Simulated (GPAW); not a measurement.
**InHO2 (Pmn2_1): G0W0 on several meshes in GPAW**

Aim: the GW shift of InHO2 (Pmn2_1) against the k mesh.

Main program and level: GPAW 26.7.0; LDA and many-body steps on it, plane waves.

## (1) The starting structure

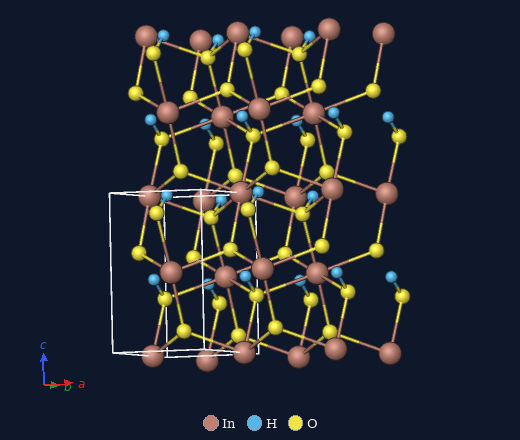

The cell as given, slightly off an axis (indium pink, hydrogen blue, oxygen yellow). 2×2×2 cells are drawn. Some periodic images of atoms are drawn too.

Coordinates:

```cif
data_structure
_symmetry_space_group_name_H-M 'P 1'
_symmetry_Int_Tables_number 1
_cell_length_a 3.2700
_cell_length_b 4.5600
_cell_length_c 5.2600
_cell_angle_alpha 90.000
_cell_angle_beta 90.000
_cell_angle_gamma 90.000
_cell_volume 78.43
loop_
_atom_site_label
_atom_site_type_symbol
_atom_site_fract_x
_atom_site_fract_y
_atom_site_fract_z
_atom_site_occupancy
In1 In 0.00000 0.73562 0.00000 1
In2 In 0.50000 0.26438 0.50000 1
H3 H 0.00000 0.78700 0.48000 1
H4 H 0.50000 0.21300 0.98000 1
O5 O 0.00000 0.98200 0.36400 1
O6 O 0.50000 0.01800 0.86400 1
O7 O 0.00000 0.52200 0.63800 1
O8 O 0.50000 0.47800 0.13800 1
```

The cell and positions come from the Crystallography Open Database and are kept as given unless a step says otherwise.

## (2) Empty states on the mesh, 4×2×2 mesh, 188 bands

This step: GPAW 26.7.0; DFT, LDA, plane waves, PAW.

The sums over transitions need many empty states on a uniform mesh; this step solves for them.

Input file run.py:

```python
import json
import numpy as np
from gpaw.mpi import world
from gpaw import GPAW

calc = GPAW('gs.gpw').fixed_density(kpts={'size': (4, 2, 2), 'gamma': True},
    parallel={'domain': 1, 'band': 1},
    txt='nscf.txt')
calc.diagonalize_full_hamiltonian(nbands=188)
calc.write('full.gpw', mode='all')
res = {}
kpts = calc.get_ibz_k_points()
res['kpts'] = kpts
res['eigenvalues'] = [calc.get_eigenvalues(kpt=k) for k in range(len(kpts))]
res['n_electrons'] = calc.get_number_of_electrons()

if world.rank == 0:
    with open('result.json', 'w') as f:
        json.dump(res, f, default=lambda x: x.tolist())
```

On the command line:

```bash
mpirun -n 4 gpaw python run.py
```

Numbers of over 12 decimals in the logs are rounded to 6 here.

Output:

```text
Diagonalizing LCAO Hamiltonian
Converting LCAO to pw mode
convergence criteria:
- Maximum integral of absolute [eigenst]ate change: 4e-08 eV^2 / valence electron
maximum number of iterations: 100

SCF iterations
|iter     |     time |      energy | eigst |  dens |
|iter:   1|  |             | +0.65 |       |
|iter:   2|  |             | -0.58 |       |
|iter:   3|  |             | -1.19 |       |
[...]
|iter:  48|  |             | -6.93 |       |
|iter:  49|  |             | -7.05 |       |
[... further lines of this kind ...]
|iter:  55|  |             | -7.43c|       |
SCF steps: 55
  __  _  _
 | _ |_)|_||  |
 |__||  | ||/\| - 26.7.0

Input parameters:
  mode=PW(ecut=600.0),
  convergence={'density': 1e-06, 'bands': -3},
  gpts=array([20, 27, 30]),
  kpts=MonkhorstPack(size=(4, 2, 2), gamma=True),
  maxiter=100,
  nbands=36,
  occupations=Occupations(name='fermi-dirac', width=0.001, fixmagmom=False),
  parallel={'domain': 1, 'band': 1},
  xc=XC(name='LDA')
Matrix size: 2626x2626
# Writing to full.gpw (mode='all')
  [... matrices ...]

timing:  # [seconds]
  Total: 40.959  # ━━━━━━━━━━━━━━━━━━━━━━━━━━━━━━━━━━━━━━━━━━━━━━━━━━━━━━━━━━
```

Wall time 58 s (4 MPI ranks of Arm Neoverse V2, shared host); peak memory 2.9 GiB; 3.9 min of CPU time.

This step gave:

```
gap                                                           : 2.043 eV
k of the valence top                                          : 0, 0, 0
k of the conduction bottom                                    : 0, 0, 0
least direct gap                                              : 2.043 eV
k points computed                                             : 12
lowest point of the top converged band, above the valence top : 83.9356 eV
```

On this mesh the gap is 2.043 eV.

## (3) 4×2×2

G0W0 replaces the xc potential by the self-energy, built once from these orbitals. Only a window of levels is corrected, while the sums run over the empty bands that the input names.

This step: G0W0 on LDA, plane waves, PAW.

Input file run.py:

```python
import json
import numpy as np
from gpaw.mpi import world
from gpaw.response.g0w0 import G0W0

gw = G0W0('full.gpw',
    filename='gw',
    kpts=[0],
    bands=(24, 28),
    ecut=60,
    nbands=82,
    integrate_gamma='WS',
    ppa=True)
gw.calculate()
res = {mode: {k: v for k, v in r.items() if k != 'sigma_eskwn'}
       for mode, r in gw.all_results.items()}

if world.rank == 0:
    with open('result.json', 'w') as f:
        json.dump(res, f, default=lambda x: x.tolist())
```

On the command line:

```bash
mpirun -n 4 gpaw python run.py
```

Output:

```text
Using integrator: PointIntegrator
FrequencyGridDescriptor(from 0.000+0.000j to 0.000+27.211j eV, 2 points)
Nonperiodic BCs:  [False False False]
Using integrator: PointIntegrator
FrequencyGridDescriptor(from 0.000+0.000j to 0.000+27.211j eV, 2 points)
Nonperiodic BCs:  [False False False]
  ___  _ _ _
 |   || | | |
 | | || | | |
 |__ ||_____|
 |___|

BZ k-points: Symmetries present (total): 2

  [... matrices ...]
16 k-points: 4 x 2 x 2 Monkhorst-Pack grid + [1/8,1/4,1/4]
12 k-points in the irreducible part of the Brillouin zone
       k-points in crystal coordinates                weights
   0:     0.00000000    0.00000000    0.00000000          1/16
   1:     0.00000000    0.00000000    0.50000000          1/16
   2:     0.00000000    0.50000000    0.00000000          1/16
   3:     0.00000000    0.50000000    0.50000000          1/16
   4:     0.25000000    0.00000000    0.00000000          2/16
   5:     0.25000000    0.00000000    0.50000000          2/16
   6:     0.25000000    0.50000000    0.00000000          2/16
   7:     0.25000000    0.50000000    0.50000000          2/16
   8:     0.50000000    0.00000000    0.00000000          1/16
   9:     0.50000000    0.00000000    0.50000000          1/16
          ...
  11:     0.50000000    0.50000000    0.50000000          1/16

Distributing spins, k-points and bands (1 x 1 x 4) over 4 processes
Number of blocks: 1

Quasi particle states:
k-points (IBZ indices): [0]
Band range: (24, 28)
  [... matrices ...]
Computational parameters:
Plane wave cut-off: 60 eV
Number of bands: 82
Coulomb cutoff: None
Broadening: 0.1 eV

fxc modes: GW
Kernel: RPA
Using Godby-Needs plasmon-pole approximation:
  Fitting energy: i*E0, E0 = 1.000 Hartree
Summing all q:

Calculating screened Coulomb potential
No Coulomb truncation
FrequencyGridDescriptor(from 0.000+0.000j to 0.000+27.211j eV, 2 points)
Removing empty qpoint cache files...

Calculating chi0 body with:
    Ground state adapter containing:
    Number of spins: 1
    Number of kpoints: 16
    Number of irreducible kpoints: 12
    Number of completely occupied states: 26
    Number of partially occupied states: 26
    Occupied states memory: 6.427001953125 M / cpu

    Linear response parametrization:
    q_c: [0.0, 0.0, 0.0]
    Number of frequency points: 2
    Planewave cutoff: 60.0
    Number of bands: 82
    Number of planewaves: 75
    Broadening (eta): 1e-06
    comm.size: 4
    kncomm.size: 4
    blockcomm.size: 1

    Memory estimate of potentially large arrays:
        chi0_wGG: 0.171661 M / cpu
Integrating chi0 body.

Symmetries of q_c:
    Direct symmetries (Uq -> q): 2
    Indirect symmetries (TUq -> q): 2
In total 4 allowed symmetries.

  [... matrices ...]
12 groups of equivalent kpoints. 25.0% reduction.

Integral kind: response function
Integrating chi0 head and wings.

Symmetries of q_c:
    Direct symmetries (Uq -> q): 2
    Indirect symmetries (TUq -> q): 2
In total 4 allowed symmetries.

  [... matrices ...]
12 groups of equivalent kpoints. 25.0% reduction.

Integral kind: response function wings

Calculating chi0 body with:
    Ground state adapter containing:
    Number of spins: 1
    Number of kpoints: 16
    Number of irreducible kpoints: 12
    Number of completely occupied states: 26
    Number of partially occupied states: 26
    Occupied states memory: 6.427001953125 M / cpu

    Linear response parametrization:
[... the further q-points ...]

Results:
f:      Occupation numbers
eps:     KS-eigenvalues [eV]
vxc:     KS vxc [eV]
exx:     Exact exchange [eV]
sigma:   Self-energies [eV]
dsigma:  Self-energy derivatives
Z:       Renormalization factors
qp:      QP-energies [eV]

k-point 0 (0): (0.000, 0.000, 0.000)                GW
band       f     eps     vxc     exx   sigma  dsigma       Z      qp
                                                                   GW
  24   1.000   4.378 -22.523 -27.513   4.770  -0.268   0.789   4.204
  25   1.000   4.395 -22.468 -27.410   4.779  -0.269   0.788   4.266
  26   0.000   6.438 -16.953 -12.451  -2.843  -0.190   0.840   7.832
  27   0.000  11.265 -18.067 -12.016  -3.393  -0.210   0.827  13.462
```

Run time: 17 s. Hardware: 4 MPI ranks; peak memory 1.2 GiB.

Numbers from this step:

| Item | Value |
| --- | --- |
| G0W0 gap on the points computed | 3.566 eV |
| least direct G0W0 gap on the computed points | 3.566 eV |
| Z at the valence top | 0.7882 |
| Z at the conduction bottom | 0.8402 |
| starting gap on the mesh | 2.043 eV |
| k of the valence top | 0, 0, 0 |
| k of the conduction bottom | 0, 0, 0 |

The gap on the mesh goes from 2.04 eV to 3.57 eV, a correction of +1.52 eV.

## (4) Empty states on the mesh, 2×2×2 mesh, 92 bands

This step: DFT, LDA, plane waves, PAW.

Input file run.py:

```python
import json
import numpy as np
from gpaw.mpi import world
from gpaw import GPAW

calc = GPAW('gs.gpw').fixed_density(kpts={'size': (2, 2, 2), 'gamma': True},
    nbands=107,
    convergence={'bands': 92},
    txt='nscf.txt')
calc.write('full.gpw', mode='all')
res = {}
kpts = calc.get_ibz_k_points()
res['kpts'] = kpts
res['eigenvalues'] = [calc.get_eigenvalues(kpt=k) for k in range(len(kpts))]
res['n_electrons'] = calc.get_number_of_electrons()

if world.rank == 0:
    with open('result.json', 'w') as f:
        json.dump(res, f, default=lambda x: x.tolist())
```

On the command line:

```bash
mpirun -n 4 gpaw python run.py
```

Output:

```text
Diagonalizing LCAO Hamiltonian
Converting LCAO to pw mode
convergence criteria:
- Maximum integral of absolute [eigenst]ate change: 4e-08 eV^2 / valence electron
maximum number of iterations: 100

SCF iterations
|iter     |     time |      energy | eigst |  dens |
|iter:   1|  |             | +3.69 |       |
|iter:   2|  |             | +2.41 |       |
|iter:   3|  |             | +1.27 |       |
[...]
|iter:  12|  |             | -6.78 |       |
|iter:  13|  |             | -7.35 |       |
|iter:  14|  |             | -7.76c|       |
SCF steps: 14
  __  _  _
 | _ |_)|_||  |
 |__||  | ||/\| - 26.7.0

Input parameters:
  mode=PW(ecut=600.0),
  convergence={'bands': 92},
  gpts=array([20, 27, 30]),
  kpts=MonkhorstPack(size=(2, 2, 2), gamma=True),
  maxiter=100,
  nbands=107,
  occupations=Occupations(name='fermi-dirac', width=0.001, fixmagmom=False),
  parallel={},
  xc=XC(name='LDA')
# Writing to full.gpw (mode='all')
  [... matrices ...]

timing:  # [seconds]
  Total: 0.031  # ━━━━━━━━━━━━━━━━━━━━━━━━━━━━━━━━━━━━━━━━━━━━━━━━━━━━━━━━━━━
```

It took 14 s on 4 MPI ranks; peak memory 0.86 GiB; 55 s of CPU time.

Numbers from this step:

```yaml
gap: 2.043 eV
k_of_the_valence_top: 0, 0, 0
k_of_the_conduction_bottom: 0, 0, 0
least_direct_gap: 2.043 eV
k_points_computed: 8
lowest_point_of_the_top_converged_band_above_the_valence_top: 44.35 eV
```

On this mesh the gap is 2.043 eV.

## (5) 2×2×2

This step: G0W0 on LDA, plane waves, PAW.

Input file run.py:

```python
import json
import numpy as np
from gpaw.mpi import world
from gpaw.response.g0w0 import G0W0

gw = G0W0('full.gpw',
    filename='gw',
    kpts=[0],
    bands=(24, 28),
    ecut=60,
    nbands=82,
    integrate_gamma='WS',
    ppa=True)
gw.calculate()
res = {mode: {k: v for k, v in r.items() if k != 'sigma_eskwn'}
       for mode, r in gw.all_results.items()}

if world.rank == 0:
    with open('result.json', 'w') as f:
        json.dump(res, f, default=lambda x: x.tolist())
```

On the command line:

```bash
mpirun -n 4 gpaw python run.py
```

Output:

```text
Using integrator: PointIntegrator
FrequencyGridDescriptor(from 0.000+0.000j to 0.000+27.211j eV, 2 points)
Nonperiodic BCs:  [False False False]
Using integrator: PointIntegrator
FrequencyGridDescriptor(from 0.000+0.000j to 0.000+27.211j eV, 2 points)
Nonperiodic BCs:  [False False False]
  ___  _ _ _
 |   || | | |
 | | || | | |
 |__ ||_____|
 |___|

BZ k-points: Symmetries present (total): 2

  [... matrices ...]
8 k-points: 2 x 2 x 2 Monkhorst-Pack grid + [1/4,1/4,1/4]
8 k-points in the irreducible part of the Brillouin zone
       k-points in crystal coordinates                weights
   0:     0.00000000    0.00000000    0.00000000          1/8
   1:     0.00000000    0.00000000    0.50000000          1/8
   2:     0.00000000    0.50000000    0.00000000          1/8
[...]
6:     0.50000000    0.50000000    0.00000000          1/8
   7:     0.50000000    0.50000000    0.50000000          1/8

Distributing spins, k-points and bands (1 x 1 x 4) over 4 processes
Number of blocks: 1

Quasi particle states:
k-points (IBZ indices): [0]
Band range: (24, 28)
  [... matrices ...]
Computational parameters:
Plane wave cut-off: 60 eV
Number of bands: 82
Coulomb cutoff: None
Broadening: 0.1 eV

fxc modes: GW
Kernel: RPA
Using Godby-Needs plasmon-pole approximation:
  Fitting energy: i*E0, E0 = 1.000 Hartree
Summing all q:

Calculating screened Coulomb potential
No Coulomb truncation
FrequencyGridDescriptor(from 0.000+0.000j to 0.000+27.211j eV, 2 points)
Removing empty qpoint cache files...

Calculating chi0 body with:
    Ground state adapter containing:
    Number of spins: 1
    Number of kpoints: 8
    Number of irreducible kpoints: 8
    Number of completely occupied states: 26
    Number of partially occupied states: 26
    Occupied states memory: 6.427001953125 M / cpu

    Linear response parametrization:
    q_c: [0.0, 0.0, 0.0]
    Number of frequency points: 2
    Planewave cutoff: 60.0
    Number of bands: 82
    Number of planewaves: 75
    Broadening (eta): 1e-06
    comm.size: 4
    kncomm.size: 4
    blockcomm.size: 1

    Memory estimate of potentially large arrays:
        chi0_wGG: 0.171661 M / cpu
Integrating chi0 body.

Symmetries of q_c:
    Direct symmetries (Uq -> q): 2
    Indirect symmetries (TUq -> q): 2
In total 4 allowed symmetries.

  [... matrices ...]
8 groups of equivalent kpoints. 0.0% reduction.

Integral kind: response function
Integrating chi0 head and wings.

Symmetries of q_c:
    Direct symmetries (Uq -> q): 2
    Indirect symmetries (TUq -> q): 2
In total 4 allowed symmetries.

  [... matrices ...]
8 groups of equivalent kpoints. 0.0% reduction.

Integral kind: response function wings

Calculating chi0 body with:
    Ground state adapter containing:
    Number of spins: 1
    Number of kpoints: 8
    Number of irreducible kpoints: 8
    Number of completely occupied states: 26
    Number of partially occupied states: 26
    Occupied states memory: 6.427001953125 M / cpu

    Linear response parametrization:
[... the further q-points ...]

Results:
f:      Occupation numbers
eps:     KS-eigenvalues [eV]
vxc:     KS vxc [eV]
exx:     Exact exchange [eV]
sigma:   Self-energies [eV]
dsigma:  Self-energy derivatives
Z:       Renormalization factors
qp:      QP-energies [eV]

k-point 0 (0): (0.000, 0.000, 0.000)                GW
band       f     eps     vxc     exx   sigma  dsigma       Z      qp
                                                                   GW
  24   1.000   4.378 -22.523 -27.925   5.118  -0.276   0.784   4.156
  25   1.000   4.395 -22.468 -27.366   4.827  -0.274   0.785   4.339
  26   0.000   6.438 -16.953 -12.205  -3.120  -0.198   0.835   7.796
  27   0.000  11.265 -18.067 -11.844  -3.603  -0.217   0.822  13.418
```

Elapsed: 8.6 s, on 4 MPI ranks; peak memory 1.1 GiB; 34 s of CPU time.

Numbers from this step:

| Property | Result |
| --- | --- |
| G0W0 gap on the points computed | 3.457 eV |
| least direct G0W0 gap on the computed points | 3.457 eV |
| Z at the valence top | 0.7848 |
| Z at the conduction bottom | 0.8346 |
| starting gap on the mesh | 2.043 eV |
| k of the valence top | 0, 0, 0 |
| k of the conduction bottom | 0, 0, 0 |

Against G0W0 in GPAW (4×2×2 mesh, 82 bands, screening to 60 eV, Godby-Needs plasmon pole), the gap moves by −0.109 eV.

## (6) Side by side

Times are wall times on 4 MPI ranks of Arm Neoverse V2, shared host, good to a factor of about two.

```csv
run,mesh,bands,screening cutoff (eV),DFT gap (eV),gap on the mesh (eV),direct (eV),time
4×2×2,4×2×2,82,60,2.043,3.566,3.566,17 s
2×2×2,2×2×2,82,60,2.043,3.457,3.457,8.6 s
```

## (7) Results

- 4×2×2: 3.566 eV
- 2×2×2: 3.457 eV
- known limits: not at the basis limit; no spin-orbit coupling; coarse k mesh

**Reading.** 2×2×2: −0.109 eV against 4×2×2. Bands and cutoff are finite, so the gap is not at the basis limit. The miss can reach some tenths of an eV and take either sign; the mesh is an error of its own. These stock PAW sets were not made for GW. In the G0W0 runs levels were corrected at 1 k point alone, so a gap called «on the mesh» is the least over those, and an edge elsewhere would be missed. The 4×2×2 mesh is coarse for this cell, which bears on the long-range parts of exchange and screening. Mesh or cutoff lie under what a gap needs, so these runs test behaviour and cost; their gaps are not to be quoted. The many-body steps are scalar-relativistic: spin-orbit coupling is not in them.

[Paths, hosts, dates, memory and timing lines, banners, echoed tables and standing remarks are left out of the program output.]

[Logs are printed without paths, hosts, clocks, repeated set-up lines and the standing remarks that a program may print on its own settings, such as how far it seeks lower states.]

[Runs of the session that timed out or met a known fault of the program may be left out.]

[Hosts, paths, dates, database ids (printed as entryN), source tags and the programs' standing remarks are cut or masked in the printed files.]
